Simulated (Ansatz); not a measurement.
# Mg3TiO4 and its Mg-free host: average intercalation voltage in Python

A script is to give an average intercalation voltage; the system is Mg3TiO4 and its Mg-free host.

Program: the Python package of Ansatz 0.2.0. Level of theory: DFT PBE, plane waves, PAW. These are calculated values, not measurements.

### 1 The structure

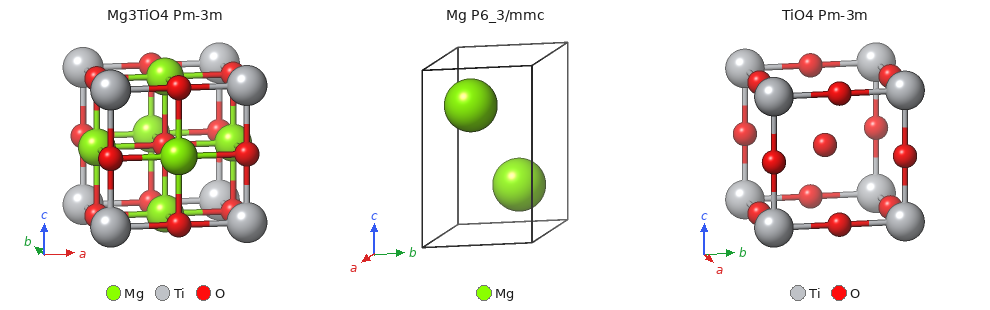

The starting structures, one conventional cell each, each at its own scale.

No structure file is read: the coordinates are typed or built in the script.

### 2 The code

Contents of mg3tio4.py:

```python
# -*- coding: utf-8 -*-
'''Average voltage of TiO4 against Mg metal, after relaxing atoms and volume at fixed cell shape.'''

from collections import Counter
import warnings

import ansatz as az
from ase.data import atomic_masses, atomic_numbers
import numpy as np

PHASES = {
    'Mg3TiO4': (
        [(4.313659, 0.0, 0.0), (0.0, 4.313659, 0.0), (0.0, 0.0, 4.313659)],
        [
            ('Mg', (0.0, 0.5, 0.5)),
            ('Mg', (0.5, 0.0, 0.5)),
            ('Mg', (0.5, 0.5, 0.0)),
            ('Ti', (0.0, 0.0, 0.0)),
            ('O', (0.5, 0.0, 0.0)),
            ('O', (0.5, 0.5, 0.5)),
            ('O', (0.0, 0.0, 0.5)),
            ('O', (0.0, 0.5, 0.0)),
        ],
    ),
    'Mg': (
        [(3.2093, 0.0, 0.0), (-1.60465, 2.779335, 0.0), (0.0, 0.0, 5.2103)],
        [
            ('Mg', (1 / 3, 2 / 3, 0.25)),
            ('Mg', (2 / 3, 1 / 3, 0.75)),
        ],
    ),
}
MOMENTS = {'Ti': 0.5}  # parallel starting moments in muB


def build(vectors, sites):
    crystal = az.Crystal(lattice=az.Lattice.of(vectors))
    for symbol, position in sites:
        crystal = crystal.atom(symbol, position)
    return crystal

POLARISED = {'TiO4', 'Mg3TiO4'}


def ground_state(name, crystal):
    calc = (
        crystal.calculation()
        .functional('pbe')
        .basis(550)
        .kpoints(spacing=0.15)
        .occupations('gaussian', width=0.1)
        .band_table()
    )
    if name in POLARISED:
        calc = calc.spin('collinear')
    calc = calc.relax(force_tolerance=0.03, fix_cell=['shape'])
    return calc.run(threads=1)


def counts(outcome):
    return Counter(site.symbol for site in outcome.lattice.sites)


def gap_ev(outcome):
    # nan where the run reports no band edges: a metal, overlapping bands, or a gap that is small against the smearing
    edges = outcome.report.get('band_edges_ev')
    return edges[1] - edges[0] if edges else float('nan')


def main():
    warnings.simplefilter('ignore', az.DeckWarning)

    phases = {name: build(*cell) for name, cell in PHASES.items()}
    for name in ['Mg3TiO4']:
        phases[name] = phases[name].moments({e: m for e, m in MOMENTS.items() if e in phases[name].species()})
    # the host keeps the framework and loses every mobile ion
    host = phases['Mg3TiO4'].resolved()
    for site in phases['Mg3TiO4'].resolved().sites:
        if site.symbol == 'Mg':
            host = host.vacancy('Mg', at=site.position)
    phases['TiO4'] = host.resolved()

    done = {name: ground_state(name, crystal) for name, crystal in phases.items()}

    full, empty, metal = done['Mg3TiO4'], done['TiO4'], done['Mg']
    n = counts(full)['Mg']
    reaction = full.report['energy_sigma0_ev'] - empty.report['energy_sigma0_ev'] - n * metal.report['energy_sigma0_ev'] / len(metal.lattice.sites)
    voltage = -reaction / (2 * n)
    v_full, v_empty = (abs(np.linalg.det(o.lattice.cell_ang)) for o in (full, empty))
    print(f'average voltage {voltage:.3f} V for {n} Mg per cell')
    print(f'cell volume {v_empty:.2f} -> {v_full:.2f} A^3 on insertion ({100 * (v_full / v_empty - 1):+.1f} %)')
    print('gaps on the mesh (eV): full', round(gap_ev(full), 2), 'empty', round(gap_ev(empty), 2))
    for o in (full, empty):
        print([f'{s.symbol}{m:+.2f}' for s, m in zip(o.lattice.sites, o.report['site_moments_mub']) if abs(m) > 0.05])
    mass = sum(k * atomic_masses[atomic_numbers[e]] for e, k in counts(full).items())
    capacity = 26801 * 2 * n / mass
    print(f'capacity {capacity:.0f} mAh/g of the full compound, energy {capacity * voltage:.0f} Wh/kg')


if __name__ == '__main__':
    main()
```

### 3 Running it

The run is started by

```sh
$ python mg3tio4.py
```

Standard output:

```text
average voltage 2.578 V for 3 Mg per cell
cell volume 58.58 -> 80.13 A^3 on insertion (+36.8 %)
gaps on the mesh (eV): full nan empty nan
['Ti+1.23']
['Ti-0.10', 'O+0.64', 'O+1.98', 'O+0.64', 'O+0.64']
capacity 870 mAh/g of the full compound, energy 2243 Wh/kg
```

Wall time 4.4 min (1 thread of Arm Neoverse V2, shared host); peak memory 0.74 GiB.

### 4 Run by run

From the records of these 3 runs:

| run | system | space group at the end | spin polarised | energy (eV/atom) | final volume (Å³/atom) | pressure (GPa) | moment (μB/cell) | SCF cycles in all | CPU time (s) |
| --- | --- | --- | --- | --- | --- | --- | --- | --- | --- |
| 1 | Mg3TiO4 (8 atoms) | Pm-3m | yes | -1318.8193 | 10.02 | 0.00 | 1.95 | 30 | 120 |
| 2 | Mg (2 atoms) | P6_3/mmc | not set | -1923.8001 | 22.96 | 0.00 | 0.00 | 15 | 19 |
| 3 | TiO4 (5 atoms) | Pm-3m | yes | -952.7374 | 11.72 | -0.02 | 4.00 | 66 | 120 |

Energies are extrapolated to zero smearing width, as in the script. Totals carry meaning only in balanced differences at one level of theory.

### 5 Path of the relaxation of run 1

Relaxation path:

| step | E - E(step 1) (eV/cell) | largest force component (eV/Å) | pressure (GPa) | volume (Å³) |
| --- | --- | --- | --- | --- |
| 1 | 0.0000 | 0.0000 | -0.26 | 80.27 |
| 2 | -0.0001 | 0.0000 | -0.13 | 80.19 |
| 3 | -0.0001 | 0.0000 | 0.00 | 80.13 |
| 4 | -0.0001 | 0.0000 | 0.00 | 80.13 |

Step 1 is the start. Step 4 repeats the geometry before it on a plane-wave basis chosen anew for that cell, so its energy need not be comparable with the rows above.

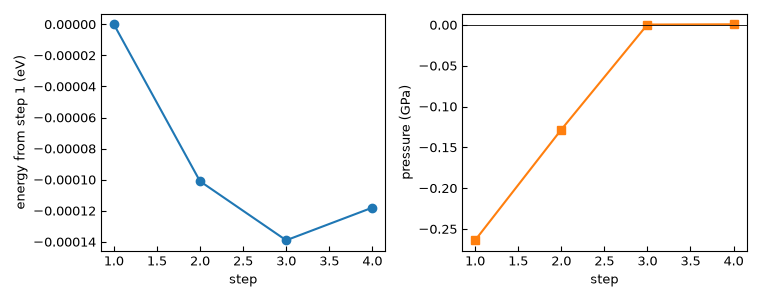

Energy and pressure along the relaxation.

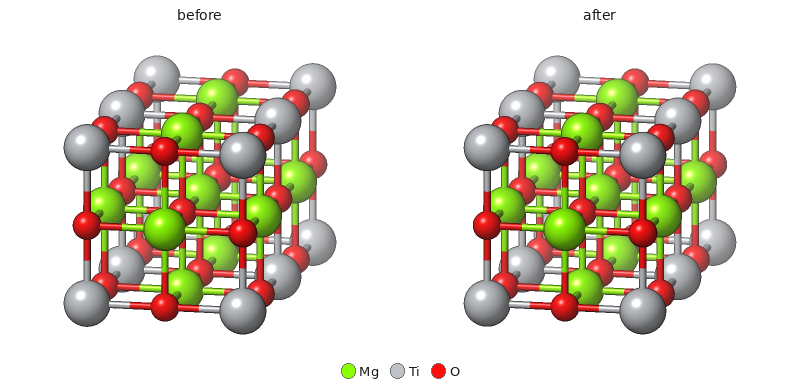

Before and after, at one scale. The change is too small to see at this scale.

|  | before | after | change |
| --- | --- | --- | --- |
| a (Å) | 4.314 | 4.311 | -0.1 % |
| b (Å) | 4.314 | 4.311 | -0.1 % |
| c (Å) | 4.314 | 4.311 | -0.1 % |
| volume (Å³/atom) | 10.03 | 10.02 | -0.2 % |
| shortest distance (Å) | 2.157 | 2.156 | -0.1 % |
| space group (0.01 Å) | Pm-3m | Pm-3m | same |

The run keeps the 48 symmetry operations of the start, so it could not have lowered the symmetry.

### 6 Path of the relaxation of run 2

Relaxation path:

| step | E - E(step 1) (eV/cell) | largest force component (eV/Å) | pressure (GPa) | volume (Å³) |
| --- | --- | --- | --- | --- |
| 1 | 0.0000 | 0.0000 | -0.42 | 46.47 |
| 2 | -0.0007 | 0.0000 | -0.08 | 46.04 |
| 3 | -0.0007 | 0.0000 | 0.00 | 45.92 |
| 4 | -0.0007 | 0.0000 | 0.00 | 45.92 |

Step 1 is the start. Step 4 repeats the geometry before it on a plane-wave basis chosen anew for that cell, so its energy need not be comparable with the rows above.

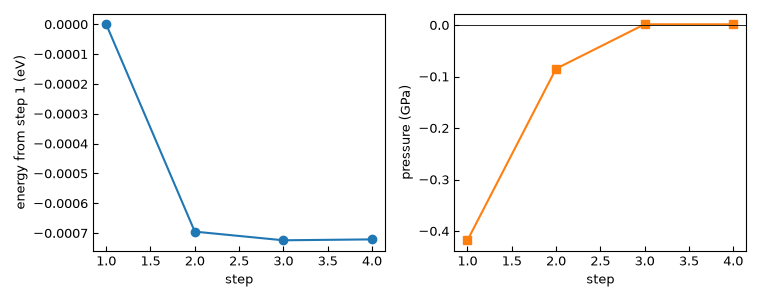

Energy and pressure along the relaxation.

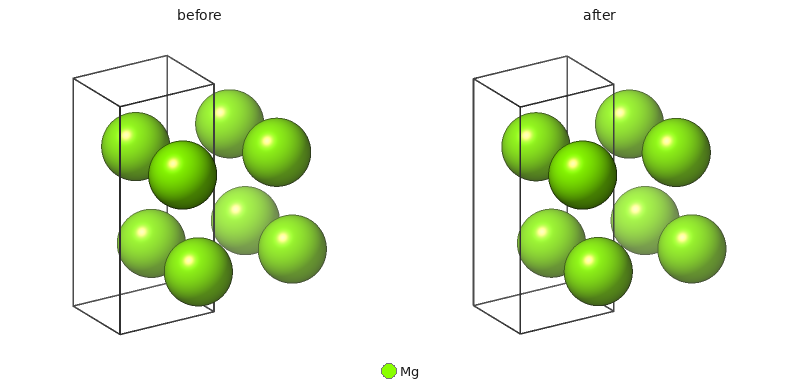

The structure before (left) and after (right) the relaxation, drawn at the same scale. The change is too small to see at this scale.

|  | before | after | change |
| --- | --- | --- | --- |
| a (Å) | 3.209 | 3.197 | -0.4 % |
| b (Å) | 3.209 | 3.197 | -0.4 % |
| c (Å) | 5.210 | 5.190 | -0.4 % |
| volume (Å³/atom) | 23.24 | 22.96 | -1.2 % |
| shortest distance (Å) | 3.197 | 3.184 | -0.4 % |
| space group (0.01 Å) | P6_3/mmc | P6_3/mmc | same |

Forces and stress were held to the start's 24 operations: a distortion of lower symmetry was not tested.

### 7 Results

| quantity | value |
| --- | --- |
| average voltage | 2.578 V |
| capacity | 870 mAh/g |
| runs compared | 3 |

**Reading.** The voltage is an average between the two end compositions, without entropy or volume terms. The average voltage against Mg metal is 2.578 V for 3 Mg a cell, and insertion changes the volume by +36.8 % with the cell's shape held. In run 1, the volume shrank by 0.2 % over 2 moves, and the space group stayed Pm-3m. In run 2, over 2 moves the cell shrank by 1.2 % in volume, and the space group stayed P6_3/mmc. What to keep in mind:
- Atoms and volume are relaxed with the cell's shape held, which in cells of lower than cubic symmetry can hide stresses and shift volumes.
- The emptied host keeps the framework's symmetry and may not be a stable phase; the voltage is an average over full removal at zero temperature. Magnetic phases start from parallel moments and may not end in their lowest magnetic state. Mesh, spin state and self-interaction can shift such a voltage by tenths of a volt. It is a formal energy of removing every such ion; where the cations can't give all the electrons, the anions are oxidised, and no electrode works so. Whether this is the phase that is stable at ambient conditions was not tested.
